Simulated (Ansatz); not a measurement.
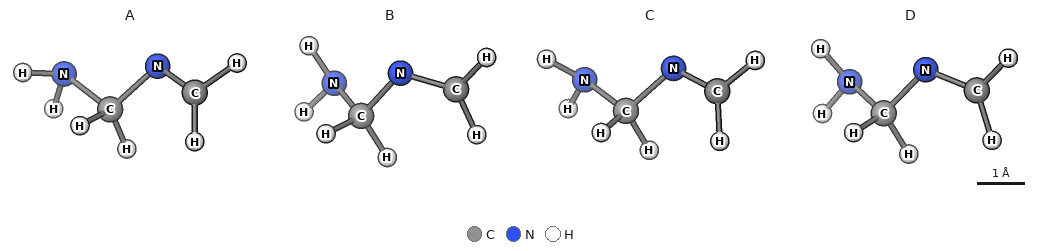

4 geometries from one relaxation of C$_{2}$H$_{6}$N$_{2}$, in shuffled order. Style: ball-and-stick. Shown at a tilt.

The run prepares an end point of a later path (inversion) calculation, from a guessed geometry.

These are results of RKS PBE0/def2-SVP (Ansatz), not measurements. Settings: no spin polarisation; force threshold 0.015 eV/Å; at most 40 steps.

Order the frames from highest to lowest energy.

A, C, D, B. They are steps 0, 3, 9, 19, at +73.3 kJ/mol, +12.8 kJ/mol, +2.74 kJ/mol relative to the last. An H atom moves most after the best rigid fit: 0.88 Å. Largest moves by element: H 0.88 Å, N 0.61 Å, C 0.28 Å. Some distances before and after: C–H 1.180 → 1.100 Å, H–N 1.090 → 1.017 Å, C–N 1.505 → 1.444 Å, C–H 1.060 → 1.111 Å. Bond angles that change, for instance: N–C–H 103.0° → 114.5°, C–N–H 101.2° → 110.2°, C–N–C 109.8° → 118.7°. Groups turn about C–N by about 50°, C–N by about 50°. After 17 accepted moves (19 points after the start) the energy has fallen by 73.3 kJ/mol. Largest force component: 4.1 eV/Å at the start, 0.013 eV/Å at the end. The line search rejected the trial steps at points 7, 12 of the run. Cost: 59 s on 1 thread of Arm Neoverse V1, on a shared host, peak memory 0.16 GiB.
